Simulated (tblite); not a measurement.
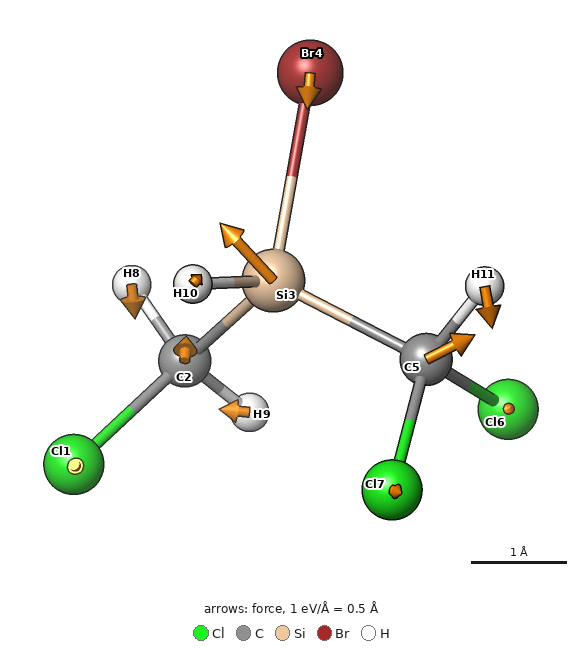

Starting geometry of C2H4BrCl3Si with the computed forces as orange arrows. The picture is a ball-and-stick view, seen at a tilt.

Method: GFN2-xTB geometry optimisation, gas phase in tblite 0.8.0. 

**What follows when this structure is relaxed?**

It isn't relaxed: the largest force vector, on Si3, is 1.73 eV/Å. The final displacements have little in common with the starting forces (cosine between the two patterns 0.27). The energy falls by 27.0 kJ/mol in 92 geometry steps. The largest move after the best rigid fit is that of Cl1, 0.54 Å. Largest moves by element: Cl 0.54 Å, H 0.36 Å, Br 0.28 Å, Si 0.12 Å, C 0.08 Å. Some distances before and after: Si3–C5 1.854 → 1.920 Å, Si3–Br4 2.269 → 2.210 Å, C2–Si3 1.872 → 1.899 Å, C5–H11 1.111 → 1.090 Å. Among the angles between lasting bonds that change: Si3–C5–H11 105.6° → 113.8°, Si3–C2–H8 105.6° → 112.3°, C2–Si3–H10 107.8° → 114.1°. Groups turn about C2–Si3 by about 25°.
